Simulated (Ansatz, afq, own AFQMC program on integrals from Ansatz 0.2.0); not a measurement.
# GeNH (singlet): quantum Monte Carlo beside coupled cluster, cc-pVDZ

How near does AFQMC come to the top of the ladder for GeNH (singlet)?

The runs use Ansatz 0.2.0, Gaussian basis, and an in-house AFQMC program (afq) on its integrals; all values are calculated; cc-pVDZ, frozen cores.

To be run: PBE (unrestricted); r2SCAN (unrestricted); PBE0 (unrestricted); B3LYP (unrestricted); wB97M-V (unrestricted); B2PLYP (unrestricted); CCSD(T) on RHF; CCSDT(Q) on RHF; Phaseless AFQMC, CISD trial on RHF; Free-projection AFQMC, CISD trial on RHF; Phaseless AFQMC, CISD trial on RHF; Phaseless AFQMC, CISD trial on RHF; UHF; CCSD(T) on UHF; CCSDT(Q) on UHF; Phaseless AFQMC, CISD trial on UHF; Phaseless AFQMC, single-determinant trial on UHF; Phaseless AFQMC, CISD trial on UHF.

7 further runs of the same task are left out: 7 that didn't finish.

## (1) The system

The geometry is a PBE0/def2-TZVP stationary point (not a proven minimum) of the parent state, kept for this charge and spin. No spin-orbit coupling is included. The filled d shell of Ge may be among the frozen orbitals whatever the setting's name suggests; the logs give the count.

3 atoms, charge 0, spin multiplicity 1.

Atoms are counted from 1 here; the program's logs count them from 0.

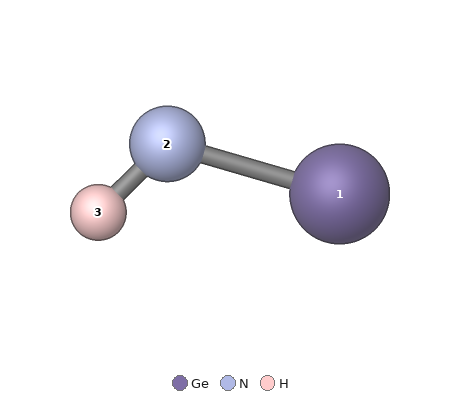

The structure; germanium purple, nitrogen light blue, hydrogen pink; atoms are numbered from 1 in the order of the file.

Geometry (Å):

```mol
GeHN
  3D, bonds by distance, orders not assigned

  3  2  0  0  0  0  0  0  0  0999 V2000
    0.0000    0.0143    0.3293 Ge  0  0
    0.0000   -0.1264   -1.5555 N   0  0
    0.0000    0.7301   -2.1167 H   0  0
  1  2  8  0
  2  3  8  0
M  END
```

## (2) PBE (unrestricted)

File in.yaml:

```yaml
crystal:
  periodic: [false, false, false]
  atoms:
    - {symbol: Ge, position_ang: [0.000000, 0.014250, 0.329308]}
    - {symbol: N, position_ang: [0.000000, -0.126443, -1.555498]}
    - {symbol: H, position_ang: [0.000000, 0.730143, -2.116709]}
basis:
  gaussian: {orbitals: cc-pVDZ}
magnetization: {spin_polarized: true, initial_magnetization: 0}
hamiltonian: {xc: {name: PBE}}
output: {orbitals: {seedname: orbitals}}
```

Started as:

```console
$ ansatz run in.yaml --threads 1 --pin off --events-out ev --progress --plain --max-ram 1382MiB
```

What it wrote:

```text
Functional definition: PBE
  name "PBE"
  cite "Perdew, Burke & Ernzerhof, Phys. Rev. Lett. 77, 3865 (1996) doi:10.1103/PhysRevLett.77.3865"
  parent pbe
  parameter kappa = 0.804
  parameter beta = 0.06672455060314922
  exchange = pbe_x(kappa = kappa, mu = beta*pi^2/3)
  correlation = pbe_c(beta = beta)
509 factors; integrals over basis functions are off by at most 1.1e-3 eV
mean field evaluation 1: about -57996.1118 eV, gradient 5.6e1 eV
mean field evaluation 2: about -57862.3229 eV, gradient 1.1e2 eV
mean field evaluation 4: about -58006.1929 eV, gradient 3.1e1 eV
mean field evaluation 8: about -58012.0397 eV, gradient 4.4e-1 eV
mean field evaluation 16: about -58012.0390 eV, gradient 1.5e-5 eV
mean field -58012.03897251 eV, -2131.9031102674 hartree, gradient 1.5e-5 eV, S^2 0.000000; 1 other end points of the search recorded, 0 dependent functions left out
reference -58012.03899647 eV, -2131.9031111479 hartree; 20, 20 occupied and 26, 26 virtual orbitals, 509 factors
Total energy: -58012.03899647 eV, -2131.9031111479 hartree
```

Wall time 1.8 s (1 thread of Intel Xeon Platinum 8488C (Sapphire Rapids), shared host).

From the report: ⟨S²⟩ of the determinant 0.000 (pure singlet: 0.00).

## (3) r2SCAN (unrestricted)

Changes to in.yaml since step 2:

```diff
@@ -9,3 +9,2 @@
 magnetization: {spin_polarized: true, initial_magnetization: 0}
-hamiltonian: {xc: {name: PBE}}
-output: {orbitals: {seedname: orbitals}}
+hamiltonian: {xc: {name: r2SCAN}}
```

The command is unchanged.

What it wrote (excerpt; [...] marks lines left out):

```text
Functional definition: r2SCAN
  name "r2SCAN"
  cite "Furness, Kaplan, Ning, Perdew & Sun, J. Phys. Chem. Lett. 11, 8208 (2020) doi:10.1021/acs.jpclett.0c02405"
  cite "Furness, Kaplan, Ning, Perdew & Sun, J. Phys. Chem. Lett. 11, 9248 (2020) doi:10.1021/acs.jpclett.0c03077"
  parent r2scan
[...]
509 factors; integrals over basis functions are off by at most 1.1e-3 eV
[...]
mean field -58020.89331636 eV, -2132.2285014024 hartree, gradient 2.0e-6 eV, S^2 0.000000; 3 other end points of the search recorded, 0 dependent functions left out
reference -58020.89332448 eV, -2132.2285017004 hartree; 20, 20 occupied and 26, 26 virtual orbitals, 509 factors
Total energy: -58020.89332448 eV, -2132.2285017004 hartree
```

It took 3.3 s on 1 thread of Intel Xeon Platinum 8488C (Sapphire Rapids), shared host.

From the report: ⟨S²⟩ of the determinant 0.000 (pure singlet: 0.00).

## (4) PBE0 (unrestricted)

Changes to in.yaml since step 3:

```diff
@@ -9,2 +9,3 @@
 magnetization: {spin_polarized: true, initial_magnetization: 0}
-hamiltonian: {xc: {name: r2SCAN}}
+hamiltonian: {xc: {name: PBE0}}
+output: {orbitals: {seedname: orbitals}}
```

Launched as before.

What it wrote (excerpt; [...] marks lines left out):

```text
Functional definition: PBE0
  name "PBE0"
  cite "Adamo & Barone, J. Chem. Phys. 110, 6158 (1999) doi:10.1063/1.478522"
  cite "Perdew, Burke & Ernzerhof, Phys. Rev. Lett. 77, 3865 (1996) doi:10.1103/PhysRevLett.77.3865"
  parent pbe
[...]
509 factors; integrals over basis functions are off by at most 1.1e-3 eV
[...]
mean field -58013.06641279 eV, -2131.9408680015 hartree, gradient 3.4e-6 eV, S^2 0.000000; 3 other end points of the search recorded, 0 dependent functions left out
reference -58013.06643069 eV, -2131.9408686591 hartree; 20, 20 occupied and 26, 26 virtual orbitals, 509 factors
Total energy: -58013.06643069 eV, -2131.9408686591 hartree
```

Wall time 2.3 s (1 thread of Intel Xeon Platinum 8488C (Sapphire Rapids), shared host).

From the report: ⟨S²⟩ of the determinant 0.000 (pure singlet: 0.00).

## (5) B3LYP (unrestricted)

Changes to in.yaml since step 4:

```diff
@@ -9,3 +9,2 @@
 magnetization: {spin_polarized: true, initial_magnetization: 0}
-hamiltonian: {xc: {name: PBE0}}
-output: {orbitals: {seedname: orbitals}}
+hamiltonian: {xc: {name: B3LYP}}
```

The command is unchanged.

What it wrote (excerpt; [...] marks lines left out):

```text
Functional definition: B3LYP
  name "B3LYP"
  cite "Stephens, Devlin, Chabalowski & Frisch, J. Phys. Chem. 98, 11623 (1994) doi:10.1021/j100096a001"
  cite "Becke, Phys. Rev. A 38, 3098 (1988) doi:10.1103/PhysRevA.38.3098"
  cite "Lee, Yang & Parr, Phys. Rev. B 37, 785 (1988) doi:10.1103/PhysRevB.37.785"
  cite "Vosko, Wilk & Nusair, Can. J. Phys. 58, 1200 (1980) doi:10.1139/p80-159"
[...]
509 factors; integrals over basis functions are off by at most 1.1e-3 eV
[...]
mean field -58023.39830400 eV, -2132.3205580001 hartree, gradient 1.3e-5 eV, S^2 0.000000; 3 other end points of the search recorded, 0 dependent functions left out
reference -58023.39847390 eV, -2132.3205642438 hartree; 20, 20 occupied and 26, 26 virtual orbitals, 509 factors
Total energy: -58023.39847390 eV, -2132.3205642438 hartree
```

Run time: 3.4 s. Hardware: 1 thread of Intel Xeon Platinum 8488C (Sapphire Rapids), shared host.

From the report: ⟨S²⟩ of the determinant 0.000 (pure singlet: 0.00).

## (6) wB97M-V (unrestricted)

Changes to in.yaml since step 5:

```diff
@@ -9,2 +9,3 @@
 magnetization: {spin_polarized: true, initial_magnetization: 0}
-hamiltonian: {xc: {name: B3LYP}}
+hamiltonian: {xc: {name: wB97M-V}}
+output: {orbitals: {seedname: orbitals}}
```

The command is unchanged.

What it wrote (excerpt; [...] marks lines left out):

```text
Functional definition: wB97M-V
  name "wB97M-V"
  cite "Mardirossian & Head-Gordon, J. Chem. Phys. 144, 214110 (2016) doi:10.1063/1.4952647"
  cite "Becke, J. Chem. Phys. 107, 8554 (1997) doi:10.1063/1.475007"
  cite "Vydrov & Van Voorhis, J. Chem. Phys. 133, 244103 (2010) doi:10.1063/1.3521275"
  # Of w^i u^j: cxij and so on, Table III.
[...]
  gx(w, u) = 1 - cx + cx01*u + cx10*w
  gss(w, u) = css00 + css04*u^4 + css10*w + css20*w^2 + css43*w^4*u^3
  gos(w, u) = cos00 + cos10*w + (cos20 + cos21*u)*w^2 + (cos60 + cos61*u)*w^6
[...]
      + integral(e_c_pw_mod_opposite_spin*gos(b97_w_opposite, b97_u_opposite)) + vv10(b, c)
509 factors; integrals over basis functions are off by at most 1.1e-3 eV
132 factors; integrals over basis functions are off by at most 4.5e-6 eV
[...]
mean field -58018.36405684 eV, -2132.1355528294 hartree, gradient 6.3e-6 eV, S^2 0.000000; 3 other end points of the search recorded, 0 dependent functions left out
reference -58018.36408547 eV, -2132.1355538814 hartree; 20, 20 occupied and 26, 26 virtual orbitals, 509 factors
Total energy: -58018.36408547 eV, -2132.1355538814 hartree
```

Wall time 7.5 s (1 thread of Intel Xeon Platinum 8488C (Sapphire Rapids), shared host).

From the report: ⟨S²⟩ of the determinant 0.000 (pure singlet: 0.00).

## (7) B2PLYP (unrestricted)

Changes to in.yaml since step 6:

```diff
@@ -9,3 +9,3 @@
 magnetization: {spin_polarized: true, initial_magnetization: 0}
-hamiltonian: {xc: {name: wB97M-V}}
-output: {orbitals: {seedname: orbitals}}
+hamiltonian: {xc: {name: B2PLYP}}
+correlation: {electrons: outside_noble_gas}
```

The command is unchanged.

What it wrote (excerpt; [...] marks lines left out):

```text
Functional definition: B2PLYP
  name "B2PLYP"
  cite "Grimme, J. Chem. Phys. 124, 034108 (2006) doi:10.1063/1.2148954"
  cite "Becke, Phys. Rev. A 38, 3098 (1988) doi:10.1103/PhysRevA.38.3098"
  cite "Lee, Yang & Parr, Phys. Rev. B 37, 785 (1988) doi:10.1103/PhysRevB.37.785"
[...]
509 factors; integrals over basis functions are off by at most 1.1e-3 eV
[...]
mean field -58006.93706950 eV, -2131.7156187898 hartree, gradient 2.3e-6 eV, S^2 0.367398; 8 other end points of the search recorded, 0 dependent functions left out
15 core orbitals not correlated: weight in the atoms' cores, before any rotation towards them, 0.998 or more for the frozen orbitals, at most 0.002 for the correlated occupied ones
reference -58006.93717971 eV, -2131.7156228400 hartree; 5, 5 occupied and 26, 26 virtual orbitals, 509 factors
second order -8.61614575 eV of doubles, -0.00000000 eV of singles
Total energy: -58009.26353906 eV, -2131.8011149693 hartree
```

Run time: 8.5 s. Hardware: 1 thread of Intel Xeon Platinum 8488C (Sapphire Rapids), shared host.

From the report: ⟨S²⟩ of the determinant 0.367 (pure singlet: 0.00).

## (8) CCSD(T) on RHF

Changes to in.yaml since step 7:

```diff
@@ -8,4 +8,3 @@
   gaussian: {orbitals: cc-pVDZ}
-magnetization: {spin_polarized: true, initial_magnetization: 0}
-hamiltonian: {xc: {name: B2PLYP}}
-correlation: {electrons: outside_noble_gas}
+magnetization: {spin_polarized: false}
+correlation: {method: ccsd_t, electrons: outside_noble_gas, hamiltonian_folder: ham}
```

The command is unchanged.

What it wrote (excerpt; [...] marks lines left out):

```text
Functional definition: HF
  name "HF"
  cite "Fock, Z. Phys. 61, 126 (1930) doi:10.1007/BF01340294"
  parent pbe
[...]
509 factors; integrals over basis functions are off by at most 1.1e-3 eV
[...]
mean field -57968.17610983 eV, -2130.2911797951 hartree, gradient 8.9e-6 eV, S^2 0.000000; 1 other end points of the search recorded, 0 dependent functions left out; unrestricted orbitals would lower it
15 core orbitals not correlated: weight in the atoms' cores, before any rotation towards them, 0.999 or more for the frozen orbitals, at most 0.001 for the correlated occupied ones
reference -57968.17610983 eV, -2130.2911797951 hartree; 5, 5 occupied and 26, 26 virtual orbitals, 509 factors
second order -7.45699294 eV of doubles, -0.00000000 eV of singles
cycle   1  -7.03697781 eV  change    4.2e-1 eV  update   1.7e-1
[...]
cycle  13  -7.66066251 eV  change    8.4e-6 eV  update   7.7e-6
perturbative correction -0.46681518 eV, -0.0171551415 hartree
Total energy: -57976.30358752 eV, -2130.5898590914 hartree
```

It took 1.9 s on 1 thread of Intel Xeon Platinum 8488C (Sapphire Rapids), shared host.

From the report: correlation -8.1275 eV; T1 0.044; largest double amplitude 0.17.

This run also writes the integrals to the folder ham.

## (9) CCSDT(Q) on RHF

Changes to in.yaml since step 8:

```diff
@@ -9,2 +9,2 @@
 magnetization: {spin_polarized: false}
-correlation: {method: ccsd_t, electrons: outside_noble_gas, hamiltonian_folder: ham}
+correlation: {method: ccsdt_q, electrons: outside_noble_gas}
```

Launched as before.

What it wrote (excerpt; [...] marks lines left out):

```text
Functional definition: HF
  name "HF"
  cite "Fock, Z. Phys. 61, 126 (1930) doi:10.1007/BF01340294"
  parent pbe
[...]
884 factors; integrals over basis functions are off by at most 2.2e-7 eV
[...]
mean field -57968.17622932 eV, -2130.2911841865 hartree, gradient 2.1e-6 eV, S^2 0.000000; 1 other end points of the search recorded, 0 dependent functions left out; unrestricted orbitals would lower it
15 core orbitals not correlated: weight in the atoms' cores, before any rotation towards them, 0.999 or more for the frozen orbitals, at most 0.001 for the correlated occupied ones
reference -57968.17622932 eV, -2130.2911841865 hartree; 5, 5 occupied and 26, 26 virtual orbitals, 884 factors
second order -7.45700007 eV of doubles, -0.00000000 eV of singles
cycle   1  -7.03696528 eV  change    4.2e-1 eV  update   1.9e-1
[...]
cycle  20  -8.14755400 eV  change   -4.4e-7 eV  update   7.9e-7
perturbative correction -0.07936923 eV, -0.0029167653 hartree
Total energy: -57976.40315255 eV, -2130.5935180389 hartree
```

Run time: 4.6 s. Hardware: 1 thread of Intel Xeon Platinum 8488C (Sapphire Rapids), shared host.

From the report: correlation -8.2269 eV; T1 0.047; largest double amplitude 0.20.

## (10) Phaseless AFQMC, CISD trial on RHF

It reads the integrals that the CCSD(T) run on this determinant wrote.

Started as:

```console
$ afq ham --method phaseless --trial cisd --walkers 100 --populations 1 --least-time 40 --time-step 0.005 --steps-per-block 50 --equilibration-blocks 28 --max-blocks 300 --target-error 0.00038 --factor-cut 1e-05 --seed 8150 --release-times 0.24,0.51,0.99,1.62,2.4 --release-step 0.03 --release-every 4 --taylor-order 6
```

What it wrote:

```text
orbitals 31  electrons 5 5  factors 236 of 509
reference energy -2130.29117980 Eh
CCSD correlation -0.28152410 Eh in 14 cycles, weight of the determinant in the CISD state 0.8252
energy of the start -2130.572704 Eh
 block  time / (1/Eh)  mean weight  energy / Eh
     1     0.250  1.0015  -2130.568081
     2     0.500  0.9994  -2130.572226
     3     0.750  1.0010  -2130.579459
     4     1.000  1.0005  -2130.580934
     5     1.250  0.9996  -2130.580970
     6     1.500  0.9989  -2130.582806
     7     1.750  0.9990  -2130.592479
     8     2.000  0.9995  -2130.595957
     9     2.250  1.0010  -2130.591744
    10     2.500  1.0002  -2130.585759
    17     4.250  1.0001  -2130.603043
    25     6.250  0.9998  -2130.601216
    33     8.250  0.9997  -2130.587557
    41    10.250  0.9987  -2130.577966
    49    12.250  0.9998  -2130.585371
    57    14.250  0.9983  -2130.581995
    65    16.250  1.0002  -2130.577239
    73    18.250  1.0013  -2130.584824
    81    20.250  1.0010  -2130.581859
    89    22.250  0.9982  -2130.587176
    97    24.250  1.0011  -2130.582302
   105    26.250  1.0009  -2130.583747
   113    28.250  0.9989  -2130.581956
   121    30.250  0.9986  -2130.584818
   129    32.250  0.9972  -2130.586415
   137    34.250  1.0019  -2130.609095
   145    36.250  1.0029  -2130.581346
   153    38.250  0.9993  -2130.591993
   161    40.250  1.0024  -2130.584009
   169    42.250  0.9969  -2130.583273
   177    44.250  0.9995  -2130.585791
   185    46.250  1.0004  -2130.586700
   193    48.250  1.0005  -2130.588643
   201    50.250  1.0007  -2130.612956
   209    52.250  0.9987  -2130.581242
   217    54.250  0.9991  -2130.585359
   225    56.250  0.9985  -2130.590856
   233    58.250  1.0007  -2130.596810
   241    60.250  1.0009  -2130.598089
   249    62.250  0.9990  -2130.581282
   257    64.250  0.9991  -2130.583533
   265    66.250  1.0011  -2130.581037
   273    68.250  1.0012  -2130.576384
   281    70.250  1.0004  -2130.585106
   289    72.250  0.9993  -2130.592786
   297    74.250  1.0010  -2130.594999
   305    76.250  1.0001  -2130.578683
   313    78.250  1.0004  -2130.609238
   321    80.250  0.9999  -2130.596111
blocks merged  error / Eh  count
     1  0.000576  300
     2  0.000709  150
     4  0.000844  75
     8  0.000988  37
    16  0.001059  18
    32  0.000967  9
released: time / (1/Eh)  energy / Eh  error  mean overlap
  0.24  -2130.590216  0.000979  1.0047
  0.51  -2130.591687  0.000931  0.9920
  0.99  -2130.592245  0.000973  0.9846
  1.62  -2130.592572  0.001014  0.9761
  2.40  -2130.593707  0.001479  0.9742
energy -2130.590457 +/- 0.001059 Eh
```

Run time: 5 min. Hardware: 1 thread of Intel Xeon Platinum 8488C (Sapphire Rapids), shared host.

Energy -57976.3198 ± 0.0288 eV. Caveats: constraint bias not in the error; error above the target.

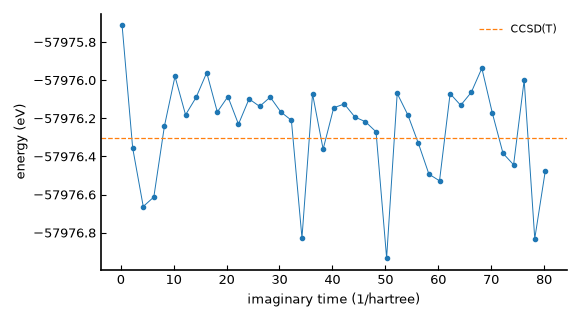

Block energies along the walk.

## (11) Free-projection AFQMC, CISD trial on RHF

It reads the integrals that the CCSD(T) run on this determinant wrote.

Started as:

```console
$ afq ham --method free --trial cisd --walkers 100 --time-step 0.03 --max-blocks 80 --target-error 0.00038 --factor-cut 1e-05 --seed 7313 --times 0,0.21,0.42,0.81,1.2,1.8,2.4,3 --taylor-order 8
```

What it wrote:

```text
orbitals 31  electrons 5 5  factors 236 of 509
reference energy -2130.29117980 Eh
CCSD correlation -0.28152410 Eh in 14 cycles, weight of the determinant in the CISD state 0.8252
repeat  energy at the last time / Eh  error
    10  -2130.592768  0.002139
    20  -2130.592459  0.001933
    30  -2130.592997  0.001347
    40  -2130.593537  0.001480
    50  -2130.592143  0.001343
    60  -2130.591724  0.001192
    70  -2130.591573  0.001089
    80  -2130.591394  0.001033
time / (1/Eh)  energy / Eh  error  mean overlap
  0.00  -2130.571600  0.000649  1.2071
  0.21  -2130.578777  0.000531  1.2095
  0.42  -2130.583337  0.000619  1.2035
  0.81  -2130.586933  0.000570  1.2100
  1.20  -2130.588750  0.000594  1.2176
  1.80  -2130.591430  0.000705  1.2138
  2.40  -2130.592107  0.000912  1.2329
  3.00  -2130.591394  0.001033  1.2662
energy -2130.591394 +/- 0.001033 Eh
```

Wall time 2.5 min (1 thread of Intel Xeon Platinum 8488C (Sapphire Rapids), shared host).

Energy -57976.3454 ± 0.0281 eV. Caveats: remainder of the start not in the error; error above the target.

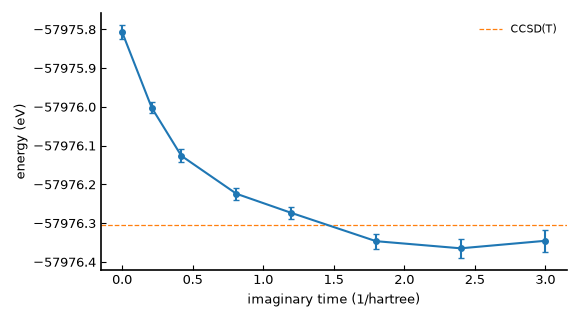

Energy against projection time, with error bars.

## (12) Phaseless AFQMC, CISD trial on RHF (settings varied)

It reads the integrals that the CCSD(T) run on this determinant wrote.

Started as:

```console
$ afq ham --method phaseless --trial cisd --walkers 40 --populations 1 --least-time 40 --time-step 0.01 --steps-per-block 50 --equilibration-blocks 12 --max-blocks 80 --target-error 0.00076 --factor-cut 1e-05 --seed 8300 --taylor-order 6
```

What it wrote:

```text
orbitals 31  electrons 5 5  factors 236 of 509
reference energy -2130.29117980 Eh
CCSD correlation -0.28152410 Eh in 14 cycles, weight of the determinant in the CISD state 0.8252
energy of the start -2130.572704 Eh
 block  time / (1/Eh)  mean weight  energy / Eh
     1     0.500  0.9992  -2130.568576
     2     1.000  0.9959  -2130.575142
     3     1.500  1.0037  -2130.584116
     4     2.000  1.0006  -2130.584616
     5     2.500  1.0005  -2130.577364
     6     3.000  0.9938  -2130.599550
     7     3.500  1.0105  -2130.577282
     8     4.000  1.0009  -2130.603054
     9     4.500  0.9954  -2130.581342
    10     5.000  0.9983  -2130.581178
    11     5.500  0.9971  -2130.570094
    13     6.500  0.9988  -2130.582568
    15     7.500  1.0095  -2130.623350
    17     8.500  0.9967  -2130.589470
    19     9.500  0.9963  -2130.581900
    21    10.500  1.0024  -2130.591341
    23    11.500  1.0001  -2130.589655
    25    12.500  0.9968  -2130.600029
    27    13.500  1.0031  -2130.660740
    29    14.500  1.0002  -2130.617282
    31    15.500  1.0045  -2130.586093
    33    16.500  1.0009  -2130.589686
    35    17.500  0.9967  -2130.574966
    37    18.500  1.0003  -2130.571865
    39    19.500  1.0004  -2130.578685
    41    20.500  1.0001  -2130.592578
    43    21.500  1.0013  -2130.577795
    45    22.500  1.0060  -2130.591156
    47    23.500  1.0003  -2130.584350
    49    24.500  1.0045  -2130.569303
    51    25.500  1.0009  -2130.581417
    53    26.500  1.0062  -2130.624159
    55    27.500  0.9960  -2130.574242
    57    28.500  1.0029  -2130.599103
    59    29.500  0.9966  -2130.574224
    61    30.500  1.0020  -2130.595354
    63    31.500  1.0000  -2130.587244
    65    32.500  1.0009  -2130.583932
    67    33.500  0.9966  -2130.591132
    69    34.500  0.9942  -2130.587523
    71    35.500  1.0036  -2130.583444
    73    36.500  1.0015  -2130.582735
    75    37.500  1.0024  -2130.607305
    77    38.500  1.0013  -2130.586187
    79    39.500  1.0012  -2130.587051
    81    40.500  1.0026  -2130.596628
    83    41.500  0.9975  -2130.580722
    85    42.500  0.9950  -2130.585142
    87    43.500  0.9973  -2130.597156
    89    44.500  0.9996  -2130.577368
    91    45.500  0.9993  -2130.577970
blocks merged  error / Eh  count
     1  0.001675  80
     2  0.001932  40
     4  0.002139  20
     8  0.002214  10
energy -2130.589059 +/- 0.002139 Eh
```

It took 18 s on 1 thread of Intel Xeon Platinum 8488C (Sapphire Rapids), shared host.

Energy -57976.2818 ± 0.0582 eV. Caveats: constraint bias not in the error; error above the target.

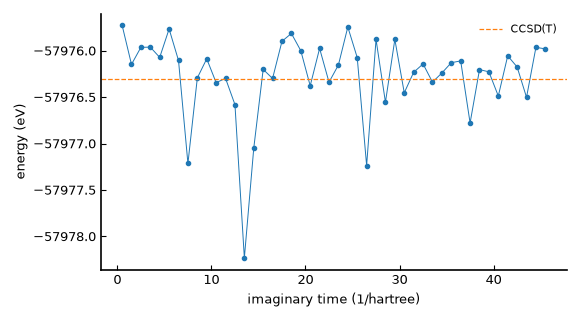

Block energies along the walk.

[end of part 1 of 2]
